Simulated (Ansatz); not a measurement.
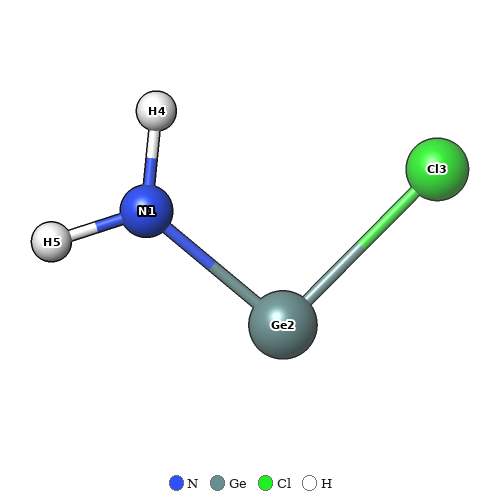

The system is ClGeH₂N, SMILES [NH2][Ge][Cl]; the picture shows the reference structure. First axis: umbrella angle at N1 (between each of its bonds and their common axis; 90 is planar). Second axis: change of the bonds N1–Ge2, N1–H4, N1–H5, all alike. Nothing is relaxed (all other coordinates rigid). Grid: 13 × 13 points; 91 points were computed and 78 follow by symmetry. Points are written as (first, second). All energies are given in eV relative to the relaxed molecule at the same level. Level of theory: Ansatz 0.2.0, RKS PBE0-D4/def2-SVP.

Its coordinates:

```xyz
5

N    -0.4945    0.2281   -0.4243
Ge   -0.1147   -1.1757    0.6538
Cl    1.8941   -0.4446    1.2466
H     0.1347    1.0101   -0.5851
H    -1.3698    0.3085   -0.9325
```

Range: umbrella angle at N1 (between each of its bonds and their common axis; 90 is planar) from 66 to 114°; change of the bonds N1–Ge2, N1–H4, N1–H5, all alike from −0.141 to 0.218 Å.

> Predict the map.

The lowest grid point is at (90°, 0.009 Å), 0.0047 eV from the relaxed molecule at the same level. It is the only kind of minimum in the scanned range. The highest grid point, (66°, −0.141 Å), lies 2.24 eV above the lowest. Round the minimum the two coordinates are nearly uncoupled.

```tsv
second ↓, first →	66	70	74	78	82	86	90	94	98	102	106	110	114
0.218	1.80	1.78	1.79	1.80	1.82	1.83	1.84	1.83	1.82	1.80	1.79	1.78	1.80
0.188	1.46	1.43	1.42	1.42	1.43	1.44	1.44	1.44	1.43	1.42	1.42	1.43	1.46
0.158	1.15	1.10	1.08	1.07	1.07	1.08	1.08	1.08	1.07	1.07	1.08	1.10	1.15
0.128	0.88	0.81	0.78	0.76	0.75	0.75	0.75	0.75	0.75	0.76	0.78	0.81	0.88
0.098	0.66	0.57	0.52	0.49	0.47	0.47	0.46	0.47	0.47	0.49	0.52	0.57	0.66
0.068	0.49	0.39	0.32	0.28	0.25	0.24	0.24	0.24	0.25	0.28	0.32	0.39	0.49
0.038	0.39	0.27	0.19	0.13	0.10	0.08	0.08	0.08	0.10	0.13	0.19	0.27	0.39
0.009	0.37	0.24	0.14	0.08	0.03	0.01	0.00	0.01	0.03	0.08	0.14	0.24	0.37
−0.021	0.46	0.30	0.19	0.11	0.06	0.04	0.03	0.04	0.06	0.11	0.19	0.30	0.46
−0.051	0.66	0.49	0.36	0.27	0.21	0.18	0.17	0.18	0.21	0.27	0.36	0.49	0.66
−0.081	1.01	0.82	0.67	0.57	0.51	0.47	0.45	0.47	0.51	0.57	0.67	0.82	1.01
−0.111	1.52	1.31	1.16	1.04	0.97	0.92	0.91	0.92	0.97	1.04	1.16	1.31	1.52
−0.141	2.24	2.01	1.84	1.72	1.63	1.58	1.57	1.58	1.63	1.72	1.84	2.01	2.24
```

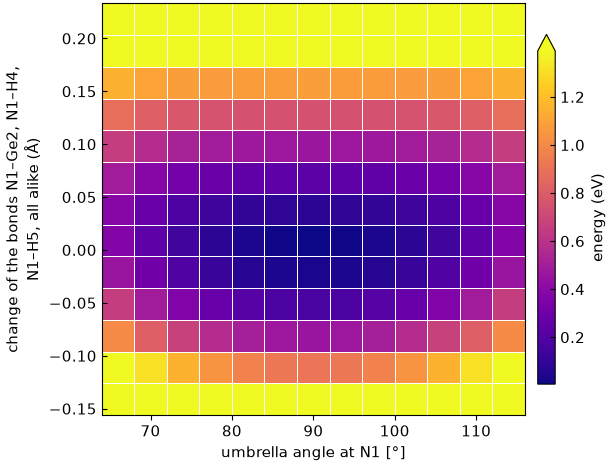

The picture shows one coloured cell a grid point, one colour for all values above the top of the scale.

Each point was launched as `ansatz run input.yaml --threads 1 --pin off --max-ram 2560MiB --backend cpu --events-out ev --progress --plain --runs-dir out`. The whole map (91 points run) took 6.2 min on 1 thread of Intel(R) Xeon(R) Platinum 8259CL CPU @ 2.50GHz (Skylake/Cascade Lake) (shared host).
